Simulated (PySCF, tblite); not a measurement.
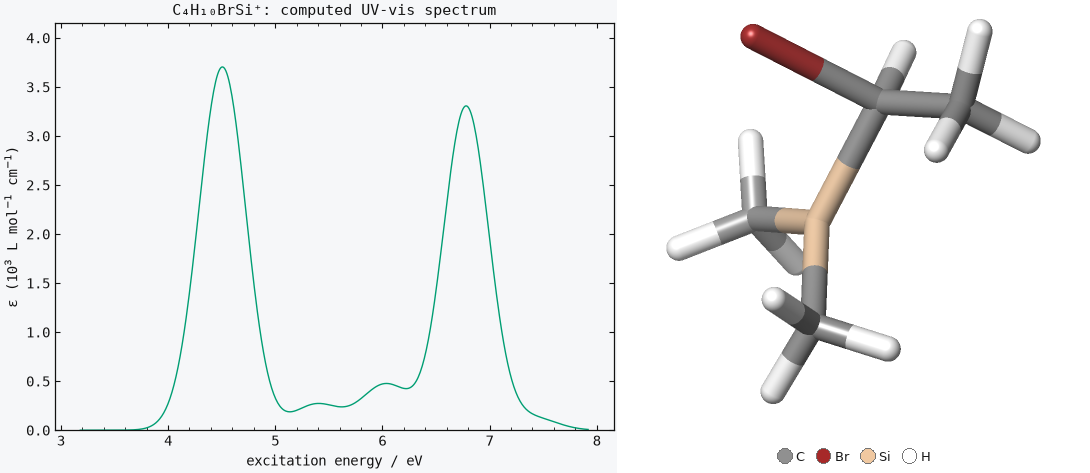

Computed absorption of C₄H₁₀BrSi⁺, SMILES C[C@H](Br)[Si+](C)C. Vertical TDDFT excitations, CAM-B3LYP/def2-SVPD with PySCF 2.14.0, at a GFN2-xTB geometry (a minimum by its frequencies), gas phase. Only the first 8 singlet excitations are included; each is broadened by a Gaussian of 1/e half-width 0.30 eV.

### Where is the lowest singlet, and is it bright?

S1 lies at 4.38 eV (283 nm) with f = 0.012, mainly HOMO → LUMO (93 %); it is weak.

### Does any vertical transition fall in the visible?

No singlet lies below 3.1 eV (beyond 400 nm), so at this level no vertical transition falls in the visible.

### List the transitions behind the spectrum.

```tsv
state	E (eV)	λ (nm)	f	main character
S1	4.38	283	0.012	HOMO → LUMO (93 %)
S2	4.53	274	0.059	HOMO−1 → LUMO (90 %)
S3	5.38	230	0.005	HOMO−2 → LUMO (90 %)
S4	5.85	212	0.001	HOMO−3 → LUMO (61 %)
S5	5.90	210	0.001	HOMO → LUMO+1 (68 %)
S6	6.06	204	0.007	HOMO−1 → LUMO+1 (73 %)
S7	6.78	183	0.061	HOMO−4 → LUMO (65 %)
S8	7.42	167	0.002	HOMO−5 → LUMO (62 %)
```

Note: the tight-binding geometry is rougher than a DFT one and adds to the error; spin-orbit coupling is left out, and with Br it can shift these levels and split any degenerate set; one conformer of a flexible molecule; core orbitals are frozen in the response.
